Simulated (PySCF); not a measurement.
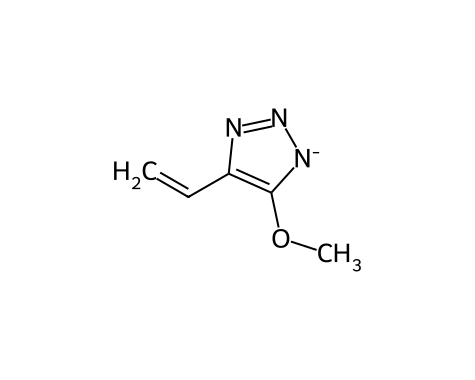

The species has charge −1 and is a spin singlet. The computed structure is the end point of a GFN2-xTB optimisation. No frequency run is at hand to confirm it as a minimum. Level of theory: ωB97X-D/def2-SVPD, gas phase (PySCF 2.14.0).

Computed properties:

The species is C₅H₆N₃O⁻ (`C=Cc1nn[n-]c1OC`).
- HOMO energy (Kohn–Sham orbital): −3.03 eV
- mean static polarisability: 97.7 bohr³
